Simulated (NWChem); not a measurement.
**Single-point calculation, with input and output: NSF$_{3}$**

The run: single-point calculation of NSF$_{3}$, multiplicity 3. Method and program: B3LYP/def2-SVPD, UKS (NWChem 7.3.0).

The geometry is that of the parent species in another charge or spin state. The geometry comes from this level: PBE0-D4/def2-TZVP.

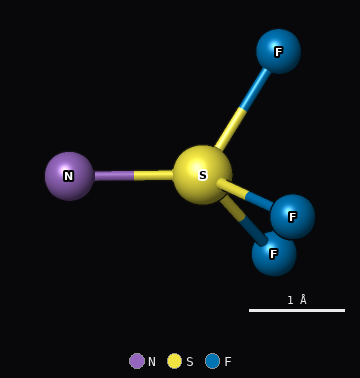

Figure 1. The structure (ball-and-stick view, seen on its broad side).

Input
```python
from ase.io import read
from ase.calculators.nwchem import NWChem

molecule = read('job.xyz')

calc = NWChem(
    label='job',
    theory='dft',
    memory='2200 mb',
    basis='def2-SVPD',
    basispar='spherical bse',
    dft={'xc': 'b3lyp', 'mult': '3', 'grid': 'fine', 'convergence': 'energy 1e-08', 'iterations': '100', 'mulliken': None, 'print': 'low'},
    task='energy',
)
molecule.calc = calc

print(f"energy = {molecule.get_potential_energy():.6f} eV")
```

File job.xyz
```
5

N     -0.349630    -0.004150     1.591380
S     -0.047340    -0.000560     0.215490
F      1.023370    -0.939300    -0.408980
F     -1.108620    -0.317610    -0.875740
F      0.482210     1.261610    -0.522150
```

File job.nwi
```
title "job"

permanent_dir job

scratch_dir job

start job

geometry units angstrom nocenter noautosym noautoz
  N  -3.4963000000000000e-01 -4.1500000000000000e-03 1.5913800000000000e+00
  S  -4.7340000000000000e-02 -5.5999999999999995e-04 2.1548999999999999e-01
  F  1.0233699999999999e+00 -9.3930000000000002e-01 -4.0898000000000001e-01
  F  -1.1086199999999999e+00 -3.1761000000000000e-01 -8.7573999999999996e-01
  F  4.8221000000000003e-01 1.2616099999999999e+00 -5.2215000000000000e-01
end

memory 2200 mb

basis spherical bse noprint
   * library def2-SVPD
end

dft
  xc b3lyp
  mult 3
  grid fine
  convergence energy 1e-08
  iterations 100
  mulliken
  print low
end

task dft energy
```

Launch command:
```bash
export ASE_NWCHEM_COMMAND="nwchem PREFIX.nwi > PREFIX.nwo"
python run.py
```

Log
```
energy = -20455.820354 eV
```

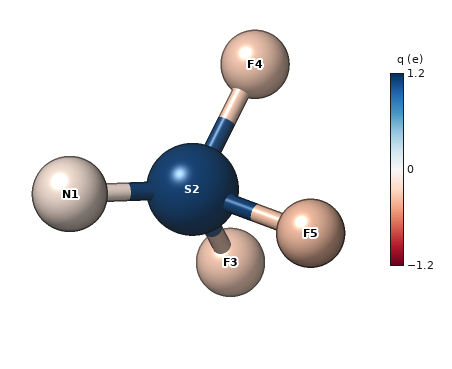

Figure 2. Mulliken charges, as the colour of each atom (ball-and-stick view, seen at a tilt; atoms are numbered from 1 in the order of the input). By element: N −0.15, S +1.15 and F −0.35 to −0.32 e.

Summary

- outcome: converged
- total energy: −751.737539 hartree
- ⟨S²⟩: 2.004
- hardware: 1 thread of Intel Xeon (Granite Rapids), 12 GiB of memory available, shared host
- wall time: 28 s
- peak memory: 0.12 GiB
